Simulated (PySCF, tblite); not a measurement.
# C6H11Si radical: geometry, infrared bands and EPR parameters

Aim: predict the infrared bands and EPR parameters of C6H11Si radical (`[SiH2]C[C@@H]1C[C@H]2C[C@@H]12`).

Computed with tblite 0.8.0 and PySCF 2.14.0, with density-fitted response routines of our own, on a single molecule in the gas phase. Atoms count from 0, in the outputs and in this text.

### Step 1. The starting structure

18 atoms, charge 0, multiplicity 2; geometry from: force field or distance geometry start.

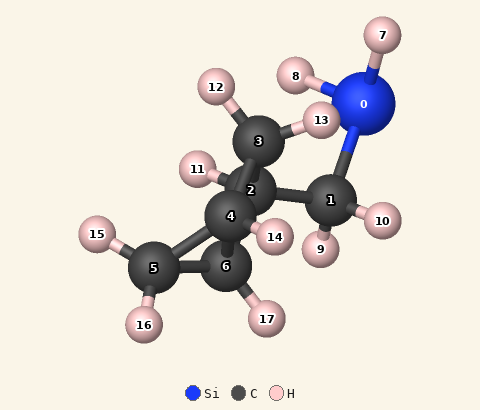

The starting geometry (silicon blue, carbon dark grey, hydrogen pink), atoms numbered.

### Step 2. Relaxing the molecule with GFN2-xTB

What the job is given:

```
{"job": {"kind": "relax", "xc": "GFN2-xTB", "basis": "xTB"}, "charge": 0, "multiplicity": 2}
Si    -3.042300     0.379200     0.190500
C     -1.388200     0.803500    -0.556000
C     -0.273100    -0.237700    -0.290400
C      0.338000    -0.278800     1.124800
C      1.663700     0.016200     0.555600
C      2.301400    -0.701800    -0.599200
C      1.072900     0.120000    -0.822100
H     -2.930200     0.281600     1.672500
H     -3.525000    -0.921500    -0.340400
H     -1.523900     0.912200    -1.624000
H     -1.074500     1.778300    -0.169400
H     -0.578700    -1.231400    -0.662500
H      0.263800    -1.264500     1.627900
H     -0.019600     0.472900     1.831400
H      2.120400     0.909500     0.974500
H      2.217800    -1.779800    -0.624500
H      3.248100    -0.316400    -0.973000
H      1.120500     1.064600    -1.327400
```

The run is started by

```bash
$ OMP_NUM_THREADS=1 python probes_run.py task.json out
```

This one command runs all jobs of the session in turn.

**Question.** This job is followed by: GFN2-xTB harmonic vibrations, gas phase; UKS B3LYP, pcH-1 on C H Si, non-relativistic, mean-field spin-orbit, GIAO. What will the session give for the following? strongest single infrared mode (GFN2-xTB); zero-point energy (GFN2-xTB); g(iso) (B3LYP); ⟨S²⟩; largest a(iso) (averaged by class); potential on the surface of density 0.002 e/bohr³, 1st and 99th percentile.

**Answer**, as computed:

| quantity | value |
| --- | --- |
| strongest single infrared mode (GFN2-xTB) | 2302 cm⁻¹, 530 km/mol |
| zero-point energy (GFN2-xTB) | 92.9 kcal/mol |
| g(iso) (B3LYP) | 2.00363 |
| ⟨S²⟩ | 0.752 (exact 0.75) |
| largest a(iso) (averaged by class) | 29Si on Si0, -401.2 MHz |
| potential on the surface of density 0.002 e/bohr³, 1st and 99th percentile | -0.41 V and 0.70 V |

**Reading.** Over 48 steps the energy fell by 0.812 eV; of the close pairs, C3–C4 changed most, 1.473 to 1.523 Å. No mode is imaginary among the 48: a minimum at this level. The strongest single mode, at 2302 cm⁻¹, moves mainly H7 and H8. Unscaled tight-binding wavenumbers are off by several per cent, some by more. Its intensities can rank the bands wrongly. Most of the unpaired spin sits on Si0 (1.01 e). The isotropic g lies 1.3 ppt above the free-electron value. These values are for one conformer; the search (at its own cheap level) found 2 more, at 0.58, 0.76 kcal/mol, and measured spectra average over such forms.
